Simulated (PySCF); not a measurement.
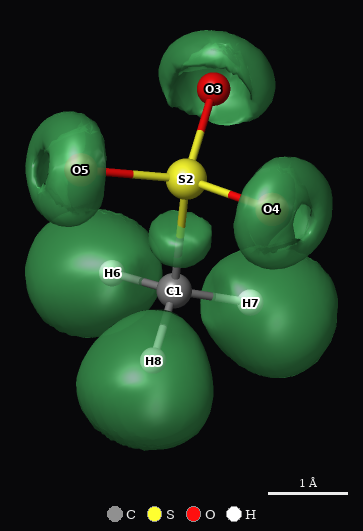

The picture shows: CH$_{3}$O$_{3}$S (charge −1). Isosurface of the ELF at 0.85 (green), seen at an oblique angle. Only the valence region is drawn (cores and ρ < 0.01 e/Å³ removed).

Geometry: PBE0-D3(BJ)/ma-def2-SVP.

Method: PySCF 2.14.0, density-fitted response routines, DFT single point, gas phase, functional wB97X.

```yaml
atoms:
  - { symbol: C, position_ang: [-1.0841, -0.3066, 0.0094] }
  - { symbol: S, position_ang: [0.5403, 0.4827, -0.0773] }
  - { symbol: O, position_ang: [0.7806, 0.9915, 1.2991] }
  - { symbol: O, position_ang: [0.3812, 1.5518, -1.0984] }
  - { symbol: O, position_ang: [1.4631, -0.6086, -0.4871] }
  - { symbol: H, position_ang: [-1.0419, -1.1088, 0.7585] }
  - { symbol: H, position_ang: [-1.8239, 0.4512, 0.3005] }
  - { symbol: H, position_ang: [-1.3255, -0.7182, -0.9799] }
```

**Identify the bonds, lone pairs and shells in this picture.**

At this value the surface marks out one region between bonded C–S atoms (shared pairs), three regions around hydrogen nuclei and three rings or bowls of non-bonding electrons around O. Profiles from the grid: S–O (1.49 Å): the ELF peaks at about 0.80 between the atoms (a short, strongly polar bond). C–S (1.81 Å): the ELF peaks at about 0.95 between the atoms (a shared electron pair).
